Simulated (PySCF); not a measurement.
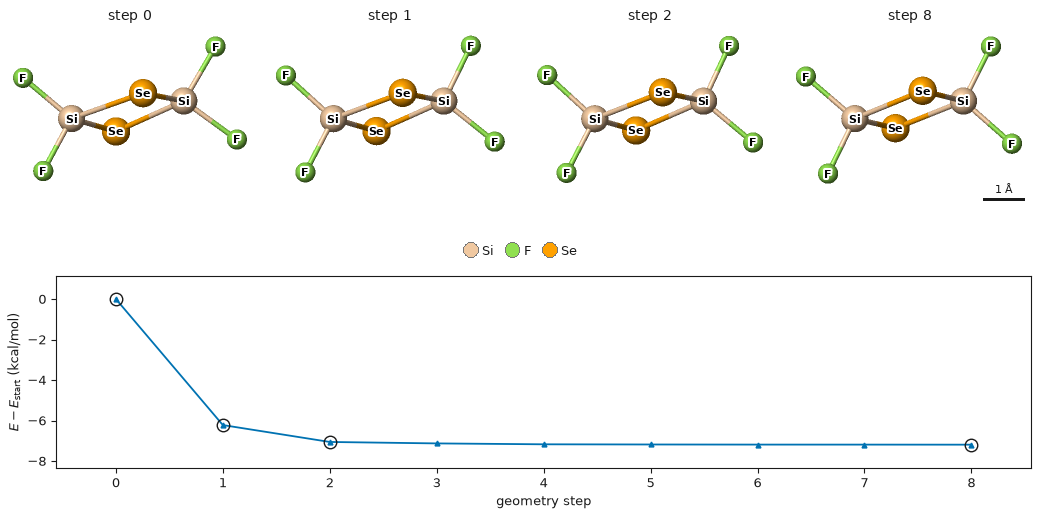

Frames of a relaxation of Si2Se2F4, marked on the history of the run. A ball-and-stick model, seen at a tilt.

The start comes from GFN2-xTB. Its atoms were then displaced at random by about 0.03 Å.

Computed with PBE0-D3(BJ)/def2-SVP geometry optimisation, gas phase in PySCF 2.14.0, density-fitted response routines. 

### Describe the path.

The largest move after the best rigid fit is that of an F atom, 0.19 Å. By element the largest moves are F 0.19 Å, Se 0.12 Å, Si 0.08 Å. Some distances before and after: F–Si 1.670 → 1.606 Å, Se–Si 2.316 → 2.259 Å, Se–Si 2.209 → 2.259 Å, F–Si 1.574 → 1.606 Å. Bond angles that change, for instance: F–Si–F 94.5° → 104.4°, Se–Si–F 118.4° → 112.3°, F–Si–Se 117.5° → 112.4°. The energy falls by 7.19 kcal/mol in 8 geometry steps. From step 0 to 1: an F atom moves most (0.12 Å), energy −6.22 kcal/mol. From step 1 to 2: an F atom moves most (0.05 Å), energy −0.83 kcal/mol. From step 2 to 8: a Se atom moves most (0.06 Å), energy −0.13 kcal/mol.

| step | E − E(0), kcal/mol |
| --- | --- |
| 0 | 0.00 |
| 1 | -6.22 |
| 2 | -7.06 |
| 3 | -7.13 |
| 4 | -7.17 |
| 5 | -7.18 |
| 6 | -7.19 |
| 7 | -7.19 |
| 8 | -7.19 |
